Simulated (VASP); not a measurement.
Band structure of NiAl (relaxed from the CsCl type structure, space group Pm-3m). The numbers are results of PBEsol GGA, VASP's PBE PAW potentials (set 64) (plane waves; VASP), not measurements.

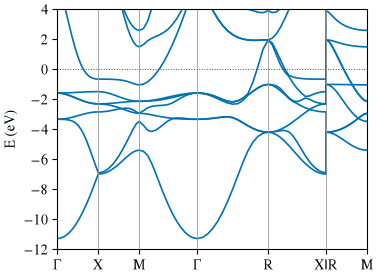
Figure: Bands along high-symmetry lines, zero at the valence-band maximum or, without a gap, the Fermi level

Read the plot: is there a gap, and where are the band edges?

It has no gap at this level: it comes out as a metal or semimetal. (Edges off the drawn lines would not show.)

The structure was generated: NiAl was put into the CsCl type type (Pm-3m), which need not be its known phase. It was relaxed first, which changed the volume by -27 %. The run is not spin-polarised, so no magnetic state was tried. The electron count is odd and the run is not spin-polarised, which forces a metal.
